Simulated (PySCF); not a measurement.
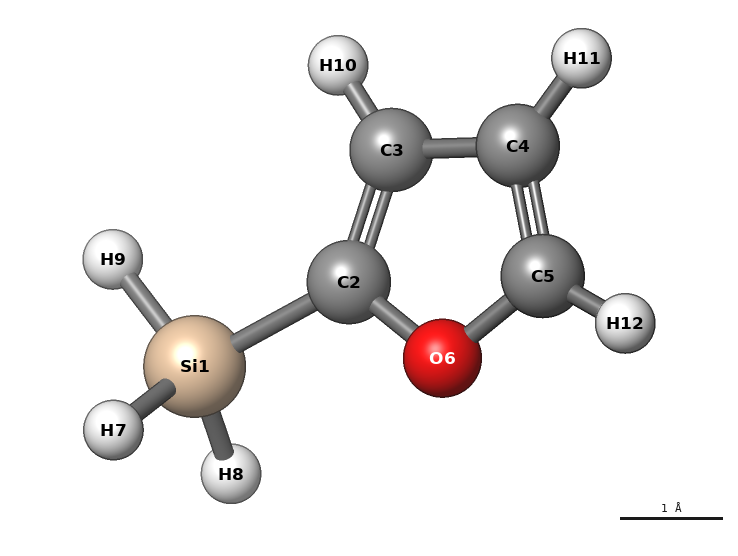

The atoms are numbered. The computed structure is the end point of a PBE0-D3(BJ)/def2-SVP optimisation. No frequency run is at hand to confirm it as a minimum.

How are the neighbours of atom 3 arranged?

C3 has 3 neighbours (C2 at 1.37, C4 at 1.43, H10 at 1.09 Å); the arrangement is trigonal planar.

Describe the coordination of atom 2.

C2 has 3 neighbours (Si1 at 1.87, C3 at 1.37, O6 at 1.36 Å); the arrangement is trigonal planar.

Describe the coordination of atom 6.

O6 has 2 neighbours (C2 at 1.36, C5 at 1.34 Å); the arrangement is bent.

Describe the coordination of atom 4.

C4 has 3 neighbours (C3 at 1.43, C5 at 1.36, H11 at 1.09 Å); the arrangement is trigonal planar.

What is the dihedral angle C4–C5–O6–C2?

0° in size, that is syn (eclipsed).
